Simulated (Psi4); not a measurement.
**H3O+ (oxonium): CAM-B3LYP/6-31+G(d,p) (spherical functions, sweep point 5)**

What is the vertical ionisation energy of H3O+ (oxonium) at CAM-B3LYP/6-31+G** (spherical functions, sweep point 5)? 

Program for the calculation: Psi4 1.11.

## Step 1: Starting point

The species is H3O+ (4 atoms), meant as a singlet with charge +1. As SMILES, `[OH3+]`. Geometry: relaxed at GFN2-xTB.

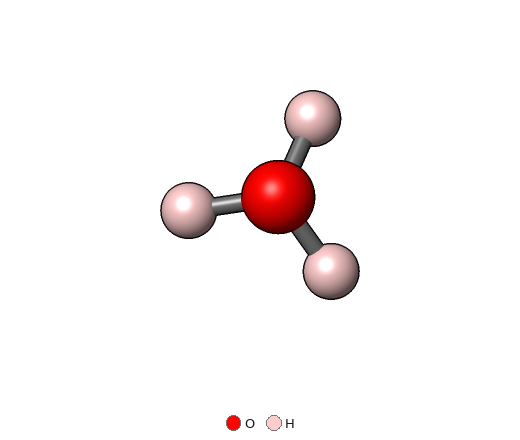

The structure, seen from a chosen angle (oxygen red, hydrogen pink).

## Step 2: A single-point energy at CAM-B3LYP/6-31+G(d,p) (spherical functions, sweep point 5)

calc.in

```
memory 1600 MB

molecule molecule1 {
  1 1
  O      0.196050    -0.061020    -0.056900
  H      0.214230     0.919440     0.016470
  H     -0.413410    -0.366620    -0.765680
  H      0.003130    -0.491800     0.806120
  units angstrom
  symmetry c1
}

set globals {
  basis 6-31+G**
  puream true
  scf_type pk
  dft_radial_points 99
  dft_spherical_points 590
}

energy_value, wavefunction = energy("cam-b3lyp", return_wfn=True)
```

Command:

```
$ psi4 calc.in calc.out -n 1
```

calc.out:

```text
[...]
  Running in c1 symmetry.
[...]
  Nuclear repulsion =   13.886771327638634
[...]
  Multiplicity = 1
[...]
  Nalpha       = 5
  Nbeta        = 5
[...]
    Number of basis functions: 33
[...]
   @RKS iter   1:   -76.62856491439068    1.71472e-01   1.10691e-02 DIIS/ADIIS
[...]
   @RKS iter   6:   -76.67706801784044   -1.15038e-07   8.49272e-07 DIIS
[...]
    Orbital Energies [Eh]
    ---------------------
    Doubly Occupied:
       1A    -19.663348     2A     -1.535210     3A     -1.010002
       4A     -1.009893     5A     -0.817310
[...]
  @RKS Final Energy:   -76.67706801784044
   => Energetics <=
    Nuclear Repulsion Energy =             13.8867713276386340
    One-Electron Energy =                -128.3630060606370762
    Two-Electron Energy =                  44.6635575203758961
    DFT Exchange-Correlation Energy =      -6.8643908052178988
    Empirical Dispersion Energy =           0.0000000000000000
    VV10 Nonlocal Energy =                  0.0000000000000000
    Total Energy =                        -76.6770680178404547
[...]
 Multipole Moments:
 ------------------------------------------------------------------------------------
     Multipole            Electronic (a.u.)      Nuclear  (a.u.)        Total (a.u.)
 ------------------------------------------------------------------------------------
 L = 1.  Multiply by 2.5417464519 to convert [e a0] to [Debye]
 Dipole X            :         -0.0306334           -0.6180902           -0.6487236
 Dipole Y            :          0.0095241            0.1923788            0.2019029
 Dipole Z            :          0.0089002            0.1793975            0.1882977
 Magnitude           :                                                    0.7050270
[...]
```

Wall time 4.2 s (1 thread of Intel Xeon Platinum 8488C (Sapphire Rapids), shared host); peak memory 0.44 GiB.

## Step 3: Doublet [H3O]2+ at the same level

job.dat

```
memory 1600 MB

molecule system {
  2 2
  O      0.196050    -0.061020    -0.056900
  H      0.214230     0.919440     0.016470
  H     -0.413410    -0.366620    -0.765680
  H      0.003130    -0.491800     0.806120
  symmetry c1
}

set {
  reference uks
  puream true
  scf_type pk
  dft_radial_points 99
  dft_spherical_points 590
  maxiter 150
}

energy("cam-b3lyp/6-31+G**")
```

Command:

```
$ psi4 -i job.dat -o job.out -n 1
```

job.out:

```text
[...]
  Running in c1 symmetry.
[...]
  Nuclear repulsion =   13.886771327638634
[...]
  Multiplicity = 2
[...]
  Nalpha       = 5
  Nbeta        = 4
[...]
    Number of basis functions: 33
[...]
   @UKS iter   1:   -75.72275882270081    1.07728e+00   8.33103e-03 ADIIS/DIIS
[...]
   @UKS iter   7:   -75.76487789099244   -6.74221e-08   5.02055e-07 DIIS
[...]
   @S^2 Observed:                7.522844707E-01
[...]
    Orbital Energies [Eh]
    ---------------------
    Alpha Occupied:
       1A    -20.262813     2A     -2.076018     3A     -1.513720
       4A     -1.513608     5A     -1.425160
    Alpha Virtual:
       6A     -0.559817     7A     -0.470763     8A     -0.470627
       9A     -0.333385    10A     -0.303811    11A     -0.303793
      12A     -0.250299    13A      0.257369    14A      0.257477
      15A      0.342893    16A      0.388351    17A      0.388380
      18A      0.441167    19A      0.649949    20A      0.650006
      21A      0.661032    22A      1.249518    23A      1.377036
      24A      1.602754    25A      1.602845    26A      1.765475
[...]
  @UKS Final Energy:   -75.76487789099244
   => Energetics <=
    Nuclear Repulsion Energy =             13.8867713276386340
    One-Electron Energy =                -122.7711915844838302
    Two-Electron Energy =                  39.7286795798118888
    DFT Exchange-Correlation Energy =      -6.6091372139591362
    Empirical Dispersion Energy =           0.0000000000000000
    VV10 Nonlocal Energy =                  0.0000000000000000
    Total Energy =                        -75.7648778909924516
[...]
 Multipole Moments:
 ------------------------------------------------------------------------------------
     Multipole            Electronic (a.u.)      Nuclear  (a.u.)        Total (a.u.)
 ------------------------------------------------------------------------------------
 L = 1.  Multiply by 2.5417464519 to convert [e a0] to [Debye]
 Dipole X            :          0.0171707           -0.6180902           -0.6009195
 Dipole Y            :         -0.0054844            0.1923788            0.1868944
 Dipole Z            :         -0.0048715            0.1793975            0.1745260
 Magnitude           :                                                    0.6530644
[...]
```

Wall time 5.7 s (1 thread of Intel Xeon Platinum 8488C (Sapphire Rapids), shared host); peak memory 0.43 GiB.

## Step 4: Outcome

Level: CAM-B3LYP/6-31+G** (spherical functions, sweep point 5).

| quantity | value |
| --- | --- |
| singlet H3O+: total energy | -76.67707 Eh |
| singlet H3O+: HOMO energy | -22.24 eV |
| singlet H3O+: LUMO energy | -6.09 eV |
| singlet H3O+: HOMO–LUMO gap | 16.15 eV |
| doublet [H3O]2+: total energy | -75.76488 Eh |
| doublet [H3O]2+: HOMO energy (highest over α and β) | -38.78 eV |
| doublet [H3O]2+: LUMO energy (lowest over α and β) | -27.41 eV |
| doublet [H3O]2+: ⟨S²⟩ | 0.752 |
| vertical ionisation energy (to the doublet dication) | 24.822 eV |

The vertical ionisation energy comes to 24.82 eV (2395 kJ/mol). The negative HOMO energy of the first species, 22.24 eV, lies 2.58 eV below that difference.
